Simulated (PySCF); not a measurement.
# WSCl₂: structure of the singlet

Where does singlet WSCl₂ go from a PBE0 minimum start, is the end point a minimum, and what are its modes, charges and moments?

Method: PBE0, basis W def2-SVP with ECP60, S def2-SVP, Cl def2-SVP, scalar-relativistic core potentials, no spin–orbit coupling, density fitting; program: PySCF 2.14.0.

## 1. Where the work starts

4 atoms, charge 0, spin multiplicity 1.

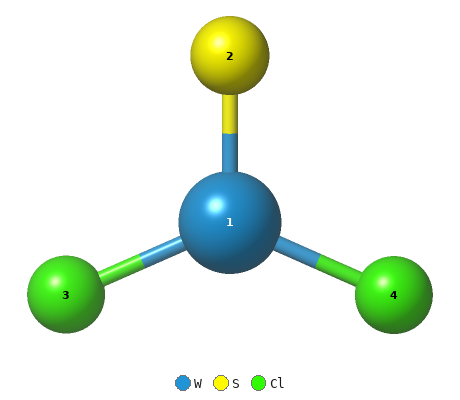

As it starts; tungsten blue, sulfur yellow, chlorine green; atoms are numbered from 1 in the order of the file.

```xyz
4
charge 0 multiplicity 1
W     0.0104    0.0000    0.0064
S    -1.7675    0.0000   -1.0851
Cl   -0.2878    0.0000    2.2195
Cl    1.8489    0.0000   -1.2611
```

## 2. The SCF at the typed geometry

One driver script runs all steps and calls PySCF; scf.py shows how it sets up the SCF of each step. The optimiser is the driver's own. After this first run the driver tries any further starts and a stability analysis.

scf.py

```python
from pyscf import gto, scf, dft
mol = gto.M(atom='''
W      0.010448     0.000000     0.006414
S     -1.767547    -0.000000    -1.085092
Cl    -0.287819     0.000000     2.219494
Cl     1.848928    -0.000000    -1.261134''',
    basis={'W': 'def2-SVP', 'S': 'def2-SVP', 'Cl': 'def2-SVP'},
    ecp={'W': 'def2-SVP'},
    charge=0, spin=0)
mf = dft.RKS(mol, xc='PBE0')
mf.grids.atom_grid = (50, 194)
aux = {'W': 'def2-universal-JKFIT', 'S': 'def2-universal-JKFIT', 'Cl': 'def2-universal-JKFIT'}
mf = mf.density_fit(auxbasis=aux)
mf.conv_tol = 1e-08
mf.diis_space = 10
mf.max_cycle = 60
mf.init_guess = 'minao'
mf.verbose = 4
mf.kernel()
```

Command:

```console
> OMP_NUM_THREADS=2 python axn.py task.json out
```

What it wrote:

```text
init E= -1372.65700905153
  HOMO = -0.389101781080564  LUMO = -0.366990180660694  gap/eV = 0.60169
cycle= 1 E= -1384.89011432941  delta_E= -12.2  |g|= 0.371  |ddm|= 7.27
  HOMO = -0.220238874530205  LUMO = -0.1083694717141  gap/eV = 3.04412
cycle= 2 E= -1384.89483766523  delta_E= -0.00472  |g|= 0.345  |ddm|= 0.806
  HOMO = -0.21715687425008  LUMO = -0.108030443650685  gap/eV = 2.96948
cycle= 3 E= -1384.90357527011  delta_E= -0.00874  |g|= 0.271  |ddm|= 0.538
  HOMO = -0.241794262349864  LUMO = -0.133635135620159  gap/eV = 2.94316
cycle= 4 E= -1384.92469079962  delta_E= -0.0211  |g|= 0.043  |ddm|= 0.312
  HOMO = -0.237401560567027  LUMO = -0.129209057992839  gap/eV = 2.94407
cycle= 5 E= -1384.92504432774  delta_E= -0.000354  |g|= 0.024  |ddm|= 0.0682
  HOMO = -0.239420567596883  LUMO = -0.130254316118925  gap/eV = 2.97057
cycle= 6 E= -1384.92520715965  delta_E= -0.000163  |g|= 0.004  |ddm|= 0.0324
  HOMO = -0.239321328225293  LUMO = -0.130142286232331  gap/eV = 2.97091
cycle= 7 E= -1384.92521275096  delta_E= -5.59e-06  |g|= 0.000894  |ddm|= 0.00655
  HOMO = -0.239431619427101  LUMO = -0.13016753194056  gap/eV = 2.97323
cycle= 8 E= -1384.92521328984  delta_E= -5.39e-07  |g|= 0.000183  |ddm|= 0.0038
  HOMO = -0.239451246949738  LUMO = -0.130167357943151  gap/eV = 2.97377
cycle= 9 E= -1384.92521333405  delta_E= -4.42e-08  |g|= 6.48e-05  |ddm|= 0.00118
  HOMO = -0.239452198638153  LUMO = -0.130161120401319  gap/eV = 2.97396
cycle= 10 E= -1384.92521333985  delta_E= -5.8e-09  |g|= 1.97e-05  |ddm|= 0.000544
  HOMO = -0.239445632565253  LUMO = -0.130155154072026  gap/eV = 2.97395
Extra cycle  E= -1384.92521333896  delta_E= 8.93e-10  |g|= 6.12e-05  |ddm|= 9e-05
converged SCF energy = -1384.92521333896
```

This step, with its further starts and checks, took 7 s on 2 threads of Arm Neoverse N1, shared host.

The test of internal stability found no lower closed-shell solution.

## 3. Relaxation: PBE0 minimum start, singlet

The program finds C2v symmetry in the start, which this walk keeps. Threshold on the gradient: 0.0003 Eh/bohr, with a further test on the energy change.

Edit scf.py of step 2 so:

```diff
@@ -4 +4 @@
-S     -1.767547    -0.000000    -1.085092
+S     -1.767547     0.000000    -1.085092
@@ -6 +6 @@
-Cl     1.848928    -0.000000    -1.261134''',
+Cl     1.848928     0.000000    -1.261134''',
@@ -17 +16,0 @@
-mf.init_guess = 'minao'
```

The optimiser's trace:

```csv
step,energy (Eh),change (kJ/mol),largest symmetric gradient (Eh/bohr)
0,-1384.925213,0.00,0.00001
```

The walk took 3.5 s.

Positions (Å) and forces (eV/Å) along the way:

```
step 0
W    0.010   0.000   0.006   0.000   0.000   0.000
S   -1.768   0.000  -1.085  -0.001   0.000   0.002
Cl  -0.288   0.000   2.219   0.003   0.000   0.000
Cl   1.849   0.000  -1.261  -0.002   0.000  -0.002
```

It settles in C2v symmetry, 0.0 kJ/mol below the start, after 0 steps: W–Cl 2.233 Å (×2), W–S 2.086 Å; Cl–W–Cl 132.3°, Cl–W–S 113.9° (×2).

## 4. Frequencies

On the finer grid the gradient is checked again; gradients at displacements of ±0.02 bohr then give force constants and infrared intensities.

Edit scf.py of step 3 so:

```diff
@@ -11 +11 @@
-mf.grids.atom_grid = (50, 194)
+mf.grids.atom_grid = (75, 302)
@@ -14 +14 @@
-mf.conv_tol = 1e-08
+mf.conv_tol = 1e-10
```

This SCF starts from the last density.

SCF at the final geometry:

```text
init E= -1384.9253089252
  HOMO = -0.239438520162618  LUMO = -0.130165086777284  gap/eV = 2.97348
cycle= 1 E= -1384.92530892518  delta_E= 1.3e-11  |g|= 7.1e-06  |ddm|= 1.05e-05
  HOMO = -0.239436175525635  LUMO = -0.130162946390195  gap/eV = 2.97348
Extra cycle  E= -1384.92530892507  delta_E= 1.12e-10  |g|= 2.12e-05  |ddm|= 2.78e-05
converged SCF energy = -1384.92530892507
```

The whole step took 60 s.

Geometry: C2v; W–Cl 2.233 Å (×2), W–S 2.086 Å; Cl–W–Cl 132.3°, Cl–W–S 113.9° (×2).

Harmonic modes (main isotopes):

| symmetry | ω (cm⁻¹) | IR (km/mol) |
| --- | --- | --- |
| b1 | 80 | 0.1 |
| a1 | 110 | 0.0 |
| b2 | 140 | 0.6 |
| a1 | 410 | 18.3 |
| b2 | 437 | 76.7 |
| a1 | 591 | 41.3 |

No imaginary mode, so this is a minimum.

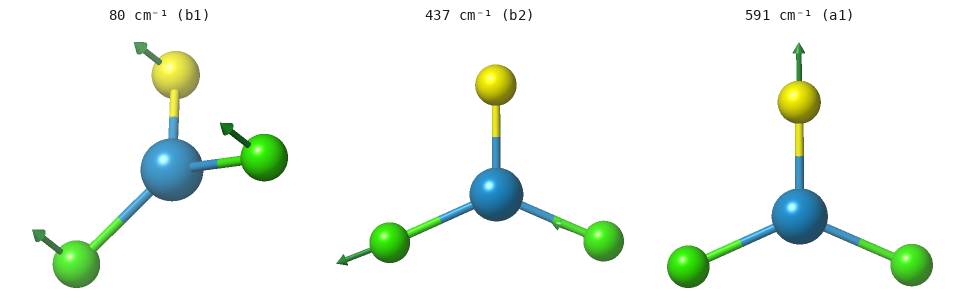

Displacements of 3 of the modes, as arrows (one member where a mode is degenerate).

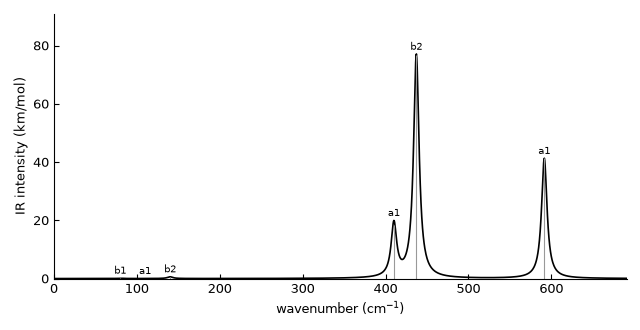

The harmonic infrared spectrum (widths in cm⁻¹). Lines are broadened to a width of 8 cm⁻¹ (Lorentzian).

Constants and moments:

* Dipole moment: 0.84 D
* Highest occupied level: -6.52 eV
* Lowest empty level: -3.54 eV
* Rotational constants: 0.08591, 0.0578, 0.03455 cm⁻¹
* Zero-point energy: 10.6 kJ/mol
* Principal polarisabilities: 58.4, 80.1, 87.5 bohr³
* Atomisation energy without zero-point energy: 1341 kJ/mol
* Principal traceless quadrupole moments about the centre of mass: -2.06, 0.30, 1.76 D Å
* Entropy at 298.15 K and 1 bar: 344.4 J/(mol K)
* Heat capacity Cp at 298.15 K: 73.9 J/(mol K)
* Enthalpy at 298.15 K above 0 K: 17.50 kJ/mol
* Rotational symmetry number: 2

Populations by atom (charges in e):

| atom | Mulliken | Löwdin | polar tensor | Mayer order to W1 |
| --- | --- | --- | --- | --- |
| W1 | 0.45 | -0.71 | 1.16 | – |
| S2 | -0.10 | 0.31 | -0.37 | 2.41 |
| Cl3,4 | -0.18 | 0.20 | -0.40 | 1.27 |

Mulliken populations on W1 (outside its core potential): s 2.87, p 6.28, d 4.31, f 0.08.

## 5. A spin-polarised start

A stability analysis found the closed shell of the lowest minimum unstable towards spin polarisation, so the unrestricted solution is followed.

The program finds C2v symmetry in the start, which may break.

Edit scf.py of step 4 so:

```diff
@@ -10,2 +10,2 @@
-mf = dft.RKS(mol, xc='PBE0')
-mf.grids.atom_grid = (75, 302)
+mf = dft.UKS(mol, xc='PBE0')
+mf.grids.atom_grid = (50, 194)
@@ -14 +14 @@
-mf.conv_tol = 1e-10
+mf.conv_tol = 1e-08
```

The optimiser's trace:

```csv
step,energy (Eh),change (kJ/mol),largest gradient (Eh/bohr)
0,-1384.931112,0.00,0.00935
1,-1384.931645,-1.40,0.00330
2,-1384.931779,-1.75,0.00143
3,-1384.931837,-1.90,0.00160
4,-1384.931873,-2.00,0.00097
5,-1384.931879,-2.01,0.00019
6,-1384.931876,-2.01,0.00027
```

The walk took 41 s.

Positions (Å) and forces (eV/Å) along the way:

```
step 0
W    0.010   0.000   0.006  -0.323   0.000  -0.197
S   -1.768   0.000  -1.085  -0.170   0.000  -0.102
Cl  -0.288   0.000   2.219   0.045   0.000   0.481
Cl   1.849   0.000  -1.261   0.447   0.000  -0.182
step 1
W    0.001   0.000   0.000  -0.170   0.000  -0.104
S   -1.781   0.000  -1.093  -0.029   0.000  -0.016
Cl  -0.281   0.000   2.234   0.070   0.000   0.110
Cl   1.865   0.000  -1.262   0.129   0.000   0.010
step 3
W   -0.019   0.000  -0.012   0.024   0.000   0.014
S   -1.802   0.000  -1.106  -0.004   0.000   0.000
Cl  -0.254   0.000   2.237   0.036   0.000  -0.082
Cl   1.880   0.000  -1.239  -0.057   0.000   0.069
step 6
W   -0.028   0.008  -0.017  -0.004  -0.014  -0.003
S   -1.812  -0.002  -1.112   0.000   0.004   0.001
Cl  -0.237  -0.003   2.229  -0.001   0.005   0.006
Cl   1.881  -0.003  -1.220   0.005   0.004  -0.005
```

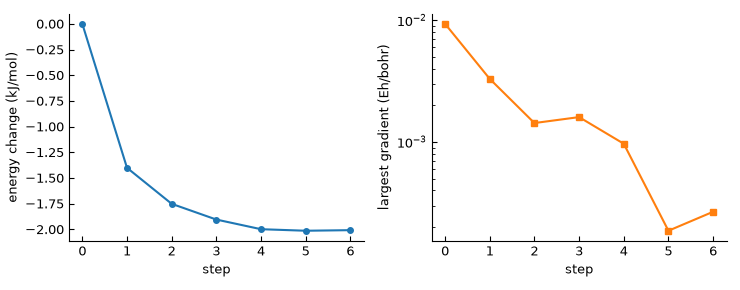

Energy and largest gradient along the walk.

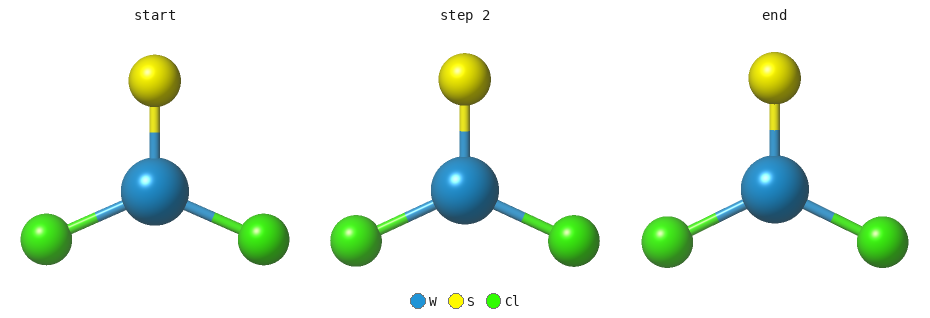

The geometry along the walk, at one scale.

It settles in C2v symmetry, 2.0 kJ/mol below the start, after 6 steps: W–Cl 2.256 Å (×2), W–S 2.094 Å; Cl–W–Cl 127.5°, Cl–W–S 116.2° (×2).

## 6. Frequencies

The same treatment as at the point before.

Edit scf.py of step 5 so:

```diff
@@ -3,4 +3,4 @@
-W      0.010448     0.000000     0.006414
-S     -1.767547     0.000000    -1.085092
-Cl    -0.287819     0.000000     2.219494
-Cl     1.848928     0.000000    -1.261134''',
+W     -0.007733    -0.000001    -0.004747
+S     -1.792132    -0.000181    -1.100179
+Cl    -0.218462     0.000085     2.241682
+Cl     1.900098     0.000084    -1.209336''',
@@ -11 +11 @@
-mf.grids.atom_grid = (50, 194)
+mf.grids.atom_grid = (75, 302)
@@ -14 +14 @@
-mf.conv_tol = 1e-08
+mf.conv_tol = 1e-10
```

SCF at the final geometry:

```text
init E= -1384.93197542324
[... the frontier-level lines of each cycle are left out ...]
cycle= 1 E= -1384.93197542308  delta_E= 1.64e-10  |g|= 1.92e-05  |ddm|= 3.94e-05
cycle= 2 E= -1384.93197542229  delta_E= 7.83e-10  |g|= 3.93e-05  |ddm|= 7.26e-05
cycle= 3 E= -1384.93197542324  delta_E= -9.43e-10  |g|= 1.25e-05  |ddm|= 5.22e-05
cycle= 4 E= -1384.93197542332  delta_E= -8.66e-11  |g|= 2.62e-07  |ddm|= 1.22e-05
Extra cycle  E= -1384.93197542333  delta_E= -9.09e-13  |g|= 2.15e-07  |ddm|= 1.98e-06
converged SCF energy = -1384.93197542333  <S^2> = 0.73134397  2S+1 = 1.9812561
```

The whole step took 2.1 min on 2 threads of Arm Neoverse N1, shared host.

Geometry: C2v; W–Cl 2.256 Å (×2), W–S 2.094 Å; Cl–W–Cl 127.6°, Cl–W–S 116.2° (×2).

Harmonic modes (main isotopes):

```csv
ω (cm⁻¹),IR (km/mol),μ (u),type
83,1.3,47.78,bend
103,0.1,39.47,bend
132,0.0,35.80,bend
390,23.9,36.41,stretch
421,85.4,44.23,stretch
585,44.5,36.88,stretch
```

No imaginary mode, so this is a minimum.

Here the density breaks the symmetry of the frame, and no labels are given.

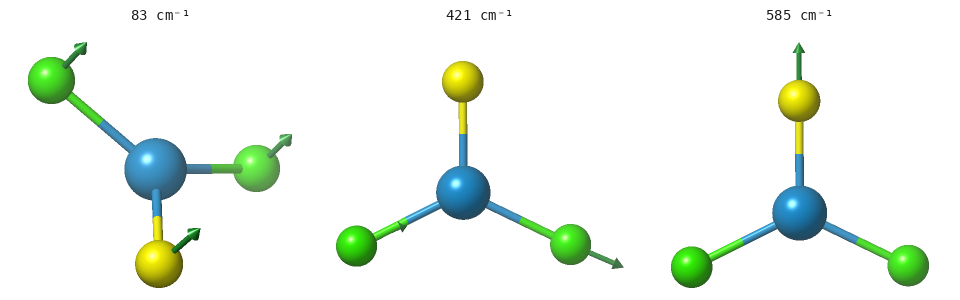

How the atoms move in 3 of the modes.

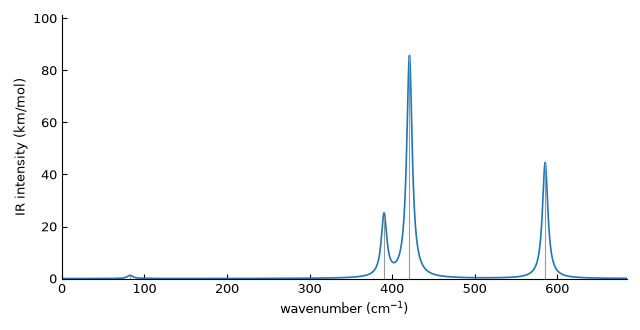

The harmonic infrared spectrum (widths in cm⁻¹). Lines are broadened to a width of 8 cm⁻¹ (Lorentzian).

Properties at this point:

- Dipole moment: 0.55 D
- Highest occupied level: -6.99 eV
- Lowest empty level: -3.25 eV
- Rotational constants: 0.08047, 0.0588, 0.03397 cm⁻¹
- Zero-point energy: 10.3 kJ/mol
- Principal polarisabilities: 52.8, 80.7, 88.0 bohr³
- Atomisation energy without zero-point energy: 1358 kJ/mol
- Principal traceless quadrupole moments about the centre of mass: -1.98, 0.88, 1.10 D Å
- Entropy at 298.15 K and 1 bar: 346.0 J/(mol K)
- Heat capacity Cp at 298.15 K: 74.3 J/(mol K)
- Enthalpy at 298.15 K above 0 K: 17.66 kJ/mol
- Rotational symmetry number: 2
- Spin squared ⟨S²⟩: 0.731

Charges (e) and bond orders:

```csv
atom,Mulliken,Löwdin,polar tensor,spin (Mulliken),Mayer order to W1
W1,0.53,-0.61,1.34,0.00,–
S2,-0.12,0.29,-0.41,0.00,2.39
"Cl3,4",-0.20,0.16,-0.46,0.00,1.22
```

Outer orbital energies (eV). α occupied: -11.06, -10.71, -10.36, -10.25, -9.69, -9.19, -8.71, -6.99; empty: -3.25, -3.18, -2.21, -2.19. β occupied: -11.06, -10.71, -10.36, -10.25, -9.69, -9.19, -8.71, -6.99; empty: -3.25, -3.18, -2.21, -2.19.

Mulliken populations on W1 (outside its core potential): s 2.76, p 6.29, d 4.34, f 0.08.

## 7. All stationary points

| spin | group | bonds | imaginary modes (cm⁻¹) | ΔE (kJ/mol) | with zero-point energy |
| --- | --- | --- | --- | --- | --- |
| broken-symmetry (Ms = 0) | C2v (density of lower symmetry) | W–Cl 2.256 Å (×2), W–S 2.094 Å | none | 0.0 | 0.0 |
| singlet | C2v | W–Cl 2.233 Å (×2), W–S 2.086 Å | none | 17.5 | 17.8 |

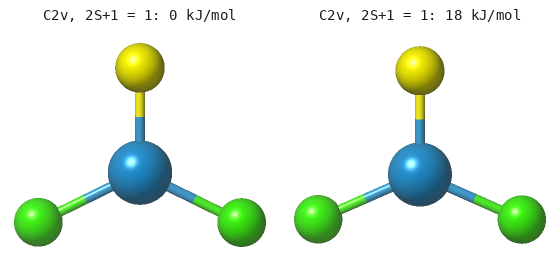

The points, lowest first (tungsten blue, sulfur yellow, chlorine green).

## 8. Summary of results

| quantity | value |
| --- | --- |
| minimum | broken-symmetry (Ms = 0), C2v |
| geometry | W–Cl 2.256 Å (×2), W–S 2.094 Å; Cl–W–Cl 127.6°, Cl–W–S 116.2° (×2) |
| wavenumbers (cm⁻¹) | 83, 103, 132, 390, 421, 585 |
| dipole moment | 0.55 D |
| highest occupied, lowest empty level (either spin) | -6.99, -3.25 eV |
| polar-tensor charge of W1 | +1.34 e |
| zero-point energy | 10.3 kJ/mol |
| entropy at 298.15 K | 346.0 J/(mol K) |
| atomisation energy (no zero-point energy) | 1358 kJ/mol |
| ⟨S²⟩ | 0.731 |

The molecule stays C2v, as typed, and the end point is a minimum. The determinant is spin-contaminated (⟨S²⟩ = 0.73 against 0.00), so it is no pure spin state. The strongest infrared band lies at 421 cm⁻¹ (stretch). Only this shape and spin were tried, so other structures or states may lie lower. The SCF density has lower symmetry than the nuclear frame. Spin–orbit coupling, left out here, can matter for elements this heavy.

The search up to here took 4.2 min.
